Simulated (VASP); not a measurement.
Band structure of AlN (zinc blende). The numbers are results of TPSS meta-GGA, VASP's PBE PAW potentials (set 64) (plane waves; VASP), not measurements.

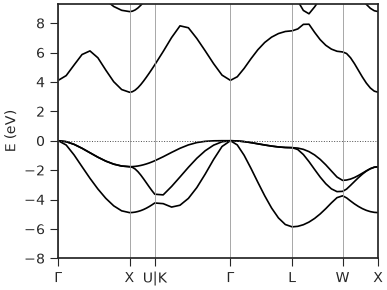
Figure. Bands along high-symmetry lines, zero at the valence-band maximum or, without a gap, the Fermi level

Task: Read the plot: is there a gap, and where are the band edges?

Result: The gap is indirect, 3.29 eV, from the valence maximum at Γ to the conduction minimum at X.

Measured: gap 5.34 eV (computed value off by -2.05 eV), as given by Daiki Deguchi et al., Japanese Journal of Applied Physics (2016), arXiv:1512.06930.

The compound is AlN in the zinc blende structure, a metastable form; wurtzite is the usual one. It was relaxed first.
